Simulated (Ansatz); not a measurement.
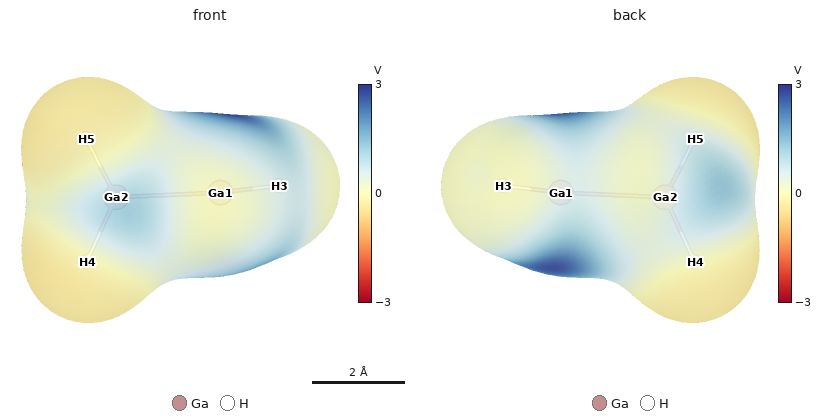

Figure 1: Ga$_{2}$H$_{3}$ (doublet). The electrostatic potential painted on the density surface at 0.002 e/bohr³, seen from the front and from behind; red is negative and blue positive.

Geometry: r2SCAN-D4/def2-TZVP.

Level of theory: UKS PBE0-D4/def2-TZVP in Ansatz 0.2.0.

```xyz
5

Ga    0.7881    0.8989   -0.7534
Ga   -0.5098   -0.5711    0.5652
H     1.4079    1.5445   -2.0419
H     0.2127   -1.8121    1.1732
H    -1.8989   -0.0603    1.0569
```

Q: Which sites attract a positive test charge, and which a negative one?

A: A positive charge is drawn to the negative regions and a negative charge to the positive ones. The most negative region (about −0.4 V) lies over H4 and H5, the most positive (about +2.7 V) over Ga1.
